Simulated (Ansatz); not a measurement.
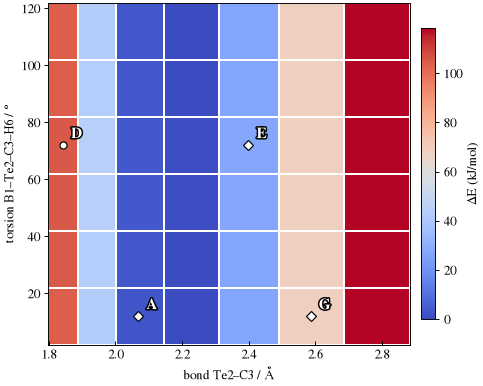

CH5BTe, SMILES B[Te]C. Two internal coordinates are moved rigidly from the geometry relaxed at PBE0-D4/def2-TZVP, all others fixed. Coordinates scanned: (1) bond Te2–C3; (2) torsion B1–Te2–C3–H6. Grid: 7 × 6 points. All energies are given in kJ/mol relative to the lowest grid point. Theory: Ansatz, RKS r2SCAN-D4/def2-TZVPP.

The picture shows one coloured cell a grid point, lettered points.

**Is D the lowest point of the computed grid?**

No. D lies 105 kJ/mol above the lowest grid point, which is at bond Te2–C3 = 2.225 Å, torsion B1–Te2–C3–H6 = 12°.

**Rank the lettered points by energy, lowest first.**

A (2.7 kJ/mol), E (26 kJ/mol), G (68 kJ/mol), D (105 kJ/mol).
